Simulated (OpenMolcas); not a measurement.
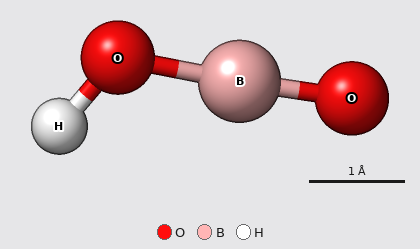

**Figure 1.** The structure (ball-and-stick view, seen at a tilt). Bond lengths as drawn: B–O 1.21 to 1.32 Å and H–O 0.96 Å.

Excited-state calculation, with input and output: BHO2 (part 1 of 3)

The run: excited-state calculation of BHO2. Method and program: CASPT2/ANO-XS-VDZ, DKH2 (OpenMolcas 26.06).

The geometry comes from this level: PBE0-D4/def2-TZVP.

Log:
```
--- Start Module: gateway ---

                                              &GATEWAY

                       available to each process: 1.9 GB of memory, 1 thread

++    Symmetry information:
      ---------------------

                    Character Table for C1

                             E
                    a        1  x, y, xy, Rz, z, xz, Ry, yz, Rx, I
--

++    Basis set information:
      ----------------------

      Basis set label: O.ANO-XS...3S2P.

      Electronic valence basis set:
      ------------------
      Associated Effective Charge   8.000000 au
      Associated Actual Charge      8.000000 au
      Nuclear Model: Finite nucleus - Gaussian distribution
        Gaussian exponent, Xi/bohr**(-2):  5.86314E+08

      Shell  nPrim  nBasis  Cartesian Spherical Contaminant
         s       8       3        X
         p       4       2        X

      Basis set label: B.ANO-XS...3S2P.

      Electronic valence basis set:
      ------------------
      Associated Effective Charge   5.000000 au
      Associated Actual Charge      5.000000 au
      Nuclear Model: Finite nucleus - Gaussian distribution
        Gaussian exponent, Xi/bohr**(-2):  7.11787E+08

      Shell  nPrim  nBasis  Cartesian Spherical Contaminant
         s       8       3        X
         p       4       2        X

      Basis set label: O.ANO-XS...3S2P.

      Electronic valence basis set:
      ------------------
      Associated Effective Charge   8.000000 au
      Associated Actual Charge      8.000000 au
      Nuclear Model: Finite nucleus - Gaussian distribution
        Gaussian exponent, Xi/bohr**(-2):  5.86314E+08

      Shell  nPrim  nBasis  Cartesian Spherical Contaminant
         s       8       3        X
         p       4       2        X

      Basis set label: H.ANO-XS...2S.

      Electronic valence basis set:
      ------------------
      Associated Effective Charge   1.000000 au
      Associated Actual Charge      1.000000 au
      Nuclear Model: Finite nucleus - Gaussian distribution
        Gaussian exponent, Xi/bohr**(-2):  2.12482E+09

      Shell  nPrim  nBasis  Cartesian Spherical Contaminant
         s       4       2        X
--

++    Molecular structure info:
      -------------------------

                    ************************************************
                    **** Cartesian Coordinates / bohr, angstrom ****
                    ************************************************

     Center  Label                x              y              z                     x              y              z
        1      O1              -2.938713       0.989272       0.809748             -1.555100       0.523500       0.428500
        2      B2              -0.801055       0.249444       0.469786             -0.423900       0.132000       0.248600
        3      O3               1.543339      -0.570697       0.205224              0.816700      -0.302000       0.108600
        4      H4               2.196429      -0.668018      -1.484758              1.162300      -0.353500      -0.785700

                    ***************************************
                    *    InterNuclear Distances / bohr    *
                    ***************************************

               1 O1            2 B2            3 O3            4 H4
    1 O1       0.000000
    2 B2       2.287466        0.000000
    3 O3       4.784114        2.497761        0.000000
    4 H4       5.863535        3.694169        1.814397        0.000000

                    *******************************************
                    *    InterNuclear Distances / angstrom    *
                    *******************************************

               1 O1            2 B2            3 O3            4 H4
    1 O1       0.000000
    2 B2       1.210475        0.000000
    3 O3       2.531644        1.321758        0.000000
    4 H4       3.102849        1.954870        0.960138        0.000000

                    **************************************
                    *    Valence Bond Angles / degree    *
                    **************************************
                          Atom centers                 Phi
                      1 O1       2 B2       3 O3       177.53
                      2 B2       3 O3       4 H4       117.01

           ***************************************************************
           *              Valence Dihedral Angles / degree               *
           ***************************************************************
                    Atom centers                       Phi1     Phi2     Theta
           1 O1       2 B2       3 O3       4 H4        177.53   117.01  -179.99
--

            Nuclear Potential Energy             54.00557651 au

--- Stop Module: gateway /rc=_RC_ALL_IS_WELL_ ---

--- Start Module: seward ---

                                              &SEWARD

                       available to each process: 1.9 GB of memory, 1 thread

               SEWARD will generate:
                  Multipole Moment integrals up to order  2
                  Kinetic Energy integrals
                  Nuclear Attraction integrals (finite nuclei - Gaussian type)
                  One-Electron Hamiltonian integrals
                  Velocity integrals
                  Relativistic Douglas-Kroll-Hess integrals:
                    - Parametrization         : EXP
                    - DKH order of Hamiltonian: 2
                    - DKH order of Properties : 0
                         - multipole moment operators
                         - electric potential operators
                         - contact operators
                  Orbital angular momentum around ( -0.6573   0.1992   0.4524 )
                  Velocity quadrupole around ( -0.6573   0.1992   0.4524 )
                  Two-Electron Repulsion integrals

                   Integrals are discarded if absolute value <: 1.00E-14
                   Integral cutoff threshold is set to       <: 1.00E-16

            Nuclear Potential Energy             54.00557651 au

      Basis set specifications :
      Symmetry species         a
      Basis functions           29

--- Stop Module: seward /rc=_RC_ALL_IS_WELL_ ---

--- Start Module: rasscf ---

                                              &RASSCF

                       available to each process: 1.9 GB of memory, 1 thread

      Header of the ONEINT file:
      --------------------------

      OrdInt status: non-squared

      Cartesian coordinates in angstrom:
      -----------------------------------------------------
      No.  Label        X            Y            Z
      -----------------------------------------------------
       1   O1        -1.55510000   0.52350000   0.42850000
       2   B2        -0.42390000   0.13200000   0.24860000
       3   O3         0.81670000  -0.30200000   0.10860000
       4   H4         1.16230000  -0.35350000  -0.78570000
      -----------------------------------------------------
      Nuclear repulsion energy =   54.00557651

++    Wave function specifications:
      -----------------------------

      Number of closed shell electrons          18
      Number of electrons in active shells       4
      Max number of holes in RAS1 space          0
      Max nr of electrons in RAS3 space          0
      Number of inactive orbitals                9
      Number of active orbitals                  4
      Number of secondary orbitals              16
      Spin quantum number                      0.0
      State symmetry                             1
--

++    Orbital specifications:
      -----------------------

      Symmetry species                           1
                                                 a
      Frozen orbitals                            0
      Inactive orbitals                          9
      Active orbitals                            4
      RAS1 orbitals                              0
      RAS2 orbitals                              4
      RAS3 orbitals                              0
      Secondary orbitals                        16
      Deleted orbitals                           0
      Number of basis functions                 29
--

++    CI expansion specifications:
      ----------------------------

      Number of CSFs                            20
      Number of spin combinations               21
      Number of determinants                    36
      Number of root(s) required                 3
      Root chosen for geometry opt.              3
      CI roots used                              1     2     3
      weights                                0.333 0.333 0.333
      highest root included in the CI            3
      max. size of the explicit Hamiltonian     20
--

++    Optimization specifications:
      ----------------------------

      RASSCF algorithm: Conventional
      Maximum number of macro iterations       200
      Maximum number of SX iterations          100
      Threshold for RASSCF energy            1.000E-08
      Threshold for max MO rotation          1.000E-01
      Threshold for max BLB element          1.000E-04
      Level shift parameter                  5.000E-01
      Make Quasi-Newton update
--

      The MO-coefficients are taken from the file:
      step2.RasOrb
      Title: RASSCF average (pseudo-natural) orbitals

      Total molecular charge    0.00

      ************************************************************************************************************************
      *                                            Wave function control section                                             *
      ************************************************************************************************************************

                                         RASSCF iterations: Energy and convergence statistics
                                         ----------------------------------------------------

          iter iter root      energy       change     param      element    value   shift minimum  type update hh:mm:ss
 Nr of preliminary CI iterations:   1
        1   1    3    0  -174.93009501    0.00E+00   6.68E-06    9  22 1  2.68E-06   0.29   0.00    SX    NO    0:00:00
        2   1    3    0  -174.93009501   -5.57E-11   4.71E-06   12  15 1  1.56E-06   0.29   0.00    SX    NO    0:00:00
        3   1    3    0  -174.93009501   -2.05E-11   3.32E-06   12  15 1  1.10E-06   0.29   0.00    SX    NO    0:00:00
        4   1    2    0  -174.93009501   -9.55E-12   2.36E-06   12  15 1  7.85E-07   0.29   0.00    SX    NO    0:00:00
      Convergence after  4 iterations
        5   1    2    0  -174.93009501   -3.78E-12   2.36E-06   12  15 1  5.63E-07   0.29   0.00    SX    NO    0:00:00

      ************************************************************************************************************************
                                                      Wave function printout:
                       occupation of active orbitals, and spin coupling of open shells (u,d: Spin up or down)
      ************************************************************************************************************************

      Note: transformation to natural orbitals
      has been made, which may change the order of the CSFs.

      printout of CI-coefficients larger than  0.05 for root  1
      energy=    -175.148401
      conf/sym  1111     Coeff  Weight
             1  2200  -0.94720 0.89719
             3  2u0d   0.17376 0.03019
             4  u2d0   0.20683 0.04278
             8  2002   0.09235 0.00853
            10  udud   0.07819 0.00611
            12  0220   0.08459 0.00715
            15  uudd  -0.08779 0.00771

      printout of CI-coefficients larger than  0.05 for root  2
      energy=    -174.832317
      conf/sym  1111     Coeff  Weight
             2  2ud0   0.98804 0.97622
             5  u20d  -0.06359 0.00404
             7  20ud   0.10974 0.01204
             9  ud20   0.08493 0.00721

      printout of CI-coefficients larger than  0.05 for root  3
      energy=    -174.809566
      conf/sym  1111     Coeff  Weight
             3  2u0d   0.64152 0.41154
             4  u2d0  -0.75095 0.56393
             8  2002   0.10605 0.01125
            12  0220  -0.10153 0.01031

      Natural orbitals and occupation numbers for root  1
      sym 1:   1.955227   1.954862   0.044783   0.045128

      Natural orbitals and occupation numbers for root  2
      sym 1:   1.994772   1.003394   0.996799   0.005035

      Natural orbitals and occupation numbers for root  3
      sym 1:   1.438303   1.569373   0.561786   0.430537

      ************************************************************************************************************************
      *                                                    Final results                                                     *
      ************************************************************************************************************************

++    Final optimization conditions:
      ------------------------------

      Average CI energy                            -174.93009501
      RASSCF energy for state  3                   -174.80956636
      Super-CI energy                                -0.00000000
      RASSCF energy change                           -0.00000000
      Max change in MO coefficients              -3.332E-06
      Max non-diagonal density matrix element     2.362E-06
      Maximum BLB matrix element                  5.629E-07
      (orbital pair  12,  15 in symmetry   1)
      Norm of electronic gradient            4.392E-02
--

      Final state energy(ies):
      ------------------------

::    RASSCF root number  1 Total energy:   -175.14840135
::    RASSCF root number  2 Total energy:   -174.83231732
::    RASSCF root number  3 Total energy:   -174.80956636
      Von Neumann Entropy (Root   1) =  0.31027

      Mulliken population analysis for root number:  1
      -----------------------------------------------

++    Molecular charges:
      ------------------

      Mulliken charges per centre
      ---------------------------

                O1      B2      O3      H4
      Total    8.2522  4.6048  8.5736  0.5694

      N-E     -0.2522  0.3952 -0.5736  0.4306

      Total electronic charge=   22.000000

      Total            charge=   -0.000000
--

      Expectation values of various properties for root number:  1
      -----------------------------------------------------------

++    Molecular properties:
      ---------------------
```
